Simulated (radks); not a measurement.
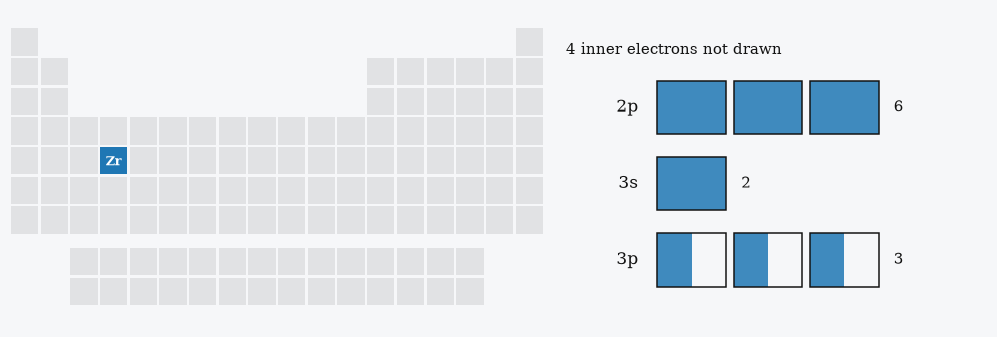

Figure 1. Left, the place of zirconium in the periodic table; right, the outer shells as the input fills them: a box for each of the 2l + 1 orbitals, shaded by the share of the shell that is filled, with the electron count at the right.

# Run report: Zr²⁵⁺, atomic calculation

- system: the Zr²⁵⁺ ion in the configuration [Ne] 3s2 3p3 (3p1/2: 2, 3p3/2: 1).
- method: Dirac Kohn-Sham, BLYP, spin-unpolarised, spherical densities, finite nucleus (the in-house radial solver radks)

### The input
```
Z 40
configuration [Ne] 3s2 3p3
relativity Dirac
functional b88,lyp
spin unpolarised
j_filling energy
nucleus finite rms 4.2694 fm
c 137.035999084
mixing 0.05
max_iterations 71
```

Energies in input and log are in hartree, lengths in bohr (the nuclear radius in fm).

The run was one of a batch that the task file lists, launched with:
```bash
python <driver script> task.json out
```

### Output
```
1s1/2   1   2.0000        -697.66108010
2s1/2   1   2.0000        -132.07861230
2p1/2   1   2.0000        -124.82002827
2p3/2   1   4.0000        -121.59140700
3s1/2   1   2.0000         -48.71831325
3p1/2   1   2.0000         -46.19017201
3p3/2   1   1.0000         -45.45059521
Etot -3181.2610185316726
Ekin 3302.5605603030535
Encl -6979.3238185208975
Eh 573.2097914479446
Exc -77.70755176177317
err 1.4096372931659075e-09
it 21
```

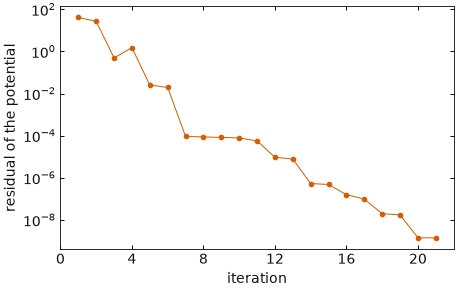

Figure 2. Convergence: residual of the potential against the iteration. The residual comes down, with one marked jump up, by a factor of about 3, at step 4. It goes from 41 to 1.4×10⁻⁹ in 21 steps.

### Outcome

- outcome: converged
- total energy: −3181.2610 hartree
- kinetic energy: 3302.5606 hartree
- electron–nucleus energy: −6979.3238 hartree
- Hartree energy: 573.209791 hartree
- exchange–correlation energy: −77.707552 hartree
- radius at density 0.001 e/bohr³: 1.07 bohr
- SCF iterations: 21
- hardware: 1 thread of Arm Neoverse V1, 23 GiB of memory available, shared host

### What is odd here

A numerical setting was moved from its usual value: mixing factor beta = 0.05. The program ran to the end, and its total energy equals that of the same run with the usual input (−3181.26102 hartree) within 10⁻⁵ hartree, so the oddity leaves no trace in it.
